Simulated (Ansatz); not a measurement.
# ClF3Sn (SMILES [F][Sn]([F])([F])[Cl]): what the fields show

Input file:

```
crystal:
  periodic: [false, false, false]
  atoms:
    - { symbol: F, position_ang: [-1.0157, -0.4037, 1.6356] }
    - { symbol: Sn, position_ang: [-0.0114, -0.0891, 0.0153] }
    - { symbol: F, position_ang: [1.7836, -0.6745, 0.3184] }
    - { symbol: F, position_ang: [-0.7015, -1.1003, -1.4486] }
    - { symbol: Cl, position_ang: [-0.0051, 2.194, -0.5621] }
basis:
  gaussian:
    orbitals: def2-SVPD
hamiltonian:
  xc:
    name: SVWN5
output:
  orbitals: {}
```

Launched as:

```sh
python energy_clf3sn.py
```

Core potentials replace the inner electrons of Sn.

All numbers below come from SCF SVWN5, Gaussian basis in Ansatz.

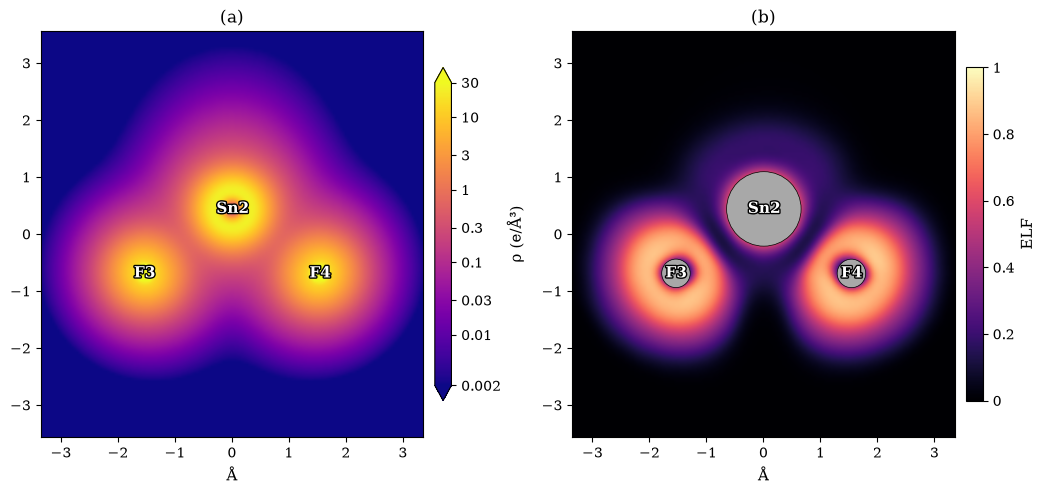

Figure 1. (a) electron density; (b) electron localisation function on the plane of atoms F3, Sn2 and F4. Grey discs cover the atomic cores in the ELF map.

Question: Describe what can be read from this map.

Answer: The plane passes through Sn and F nuclei. Sn–F (1.91 Å): ρ at the midpoint is about 0.8 e/Å³; the ELF peaks at about 0.80 in the valence shell of F, 0.5 Å from its nucleus, and drops to about 0.15 between the two atoms. The ELF also peaks beside F3 and F4, away from the bonds: lone-pair regions.

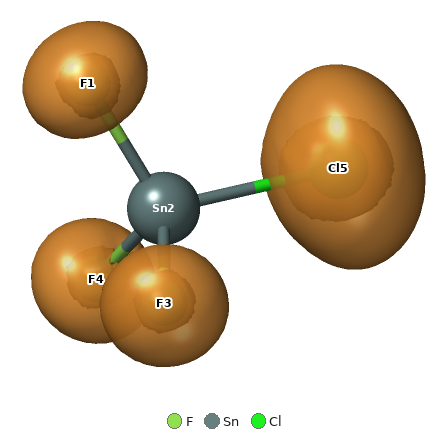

Figure 2. Isosurface of the electron localisation function at 0.75 (orange), seen at a tilt. Core shells and regions of very low density are left out.

Question: What do the ELF domains correspond to?

Answer: The ELF exceeds this value in one region wrapped around Cl (its valence shell) and three regions wrapped around F (the valence shell of each). Along the contacts the grid gives the following. Sn–Cl (2.35 Å): the ELF peaks at about 0.80 in the valence shell of Cl, 0.8 Å from its nucleus, and drops to about 0.15 between the two atoms.
